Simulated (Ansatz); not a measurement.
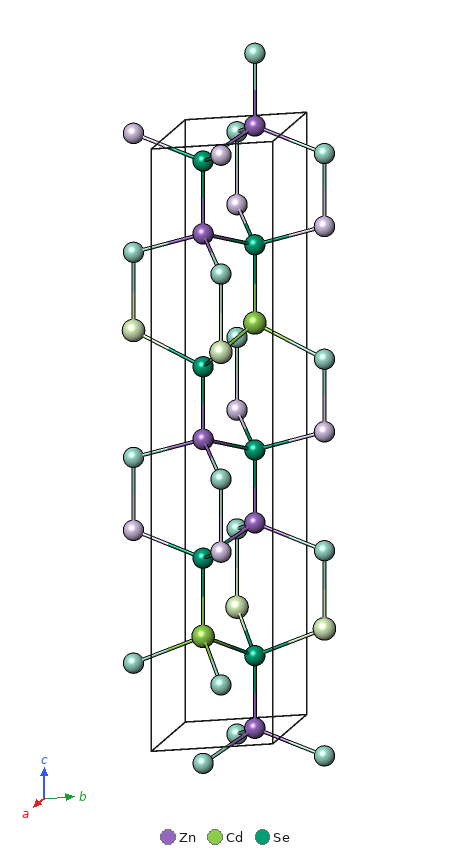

Ball-and-stick representation of a periodic structure, projected slightly off an axis. Lines trace the edges of the conventional unit cell. Bonded neighbours in the next cells are drawn too, in fainter colours.

Zn2CdSe3, space group P6_3mc (No. 186), a = 4.148 Å, b = 4.148 Å, c = 20.570 Å, α = 90.00°, β = 90.00°, γ = 120.00°. Starting structure: a structure type filled with these elements by a generator (whether the compound takes this form wasn't checked). Earlier steps of the study, as a rule a relaxation of our own, may have changed the cell and positions, so they can lie some per cent off the listed ones. Ansatz was used for an electronic-structure calculation on it.

This one geometry was computed with Ansatz (DFT, plane waves, PAW) at three levels of theory: PBEsol, PBE and r2SCAN.

Q: Which level gives the highest pressure at this volume, and what does that say about its equilibrium volume?

A: Highest: PBE (0.0 GPa), which points to the largest equilibrium volume. Lowest, with the smallest volume: PBEsol (-2.9 GPa). Levels within 0.5 GPa of each other can't be told apart.

Q: How does the band gap change with the level of theory?

A: PBEsol: a gap of 0.62 eV, direct; PBE: a gap of 0.73 eV, direct; r2SCAN: a gap of 1.26 eV, direct.

Q: Collect the results in a table.

A:
| level | cutoff (eV) | k-mesh of the run's cell | gap (eV) | pressure (GPa) |
| --- | --- | --- | --- | --- |
| PBEsol | 420 | 6×6×2 | 0.62 | -2.9 |
| PBE | 420 | 6×6×2 | 0.73 | 0.0 |
| r2SCAN | 500 | 6×6×2 | 1.26 | -1.9 |

Gaps are taken on the k-mesh or band path of each run.
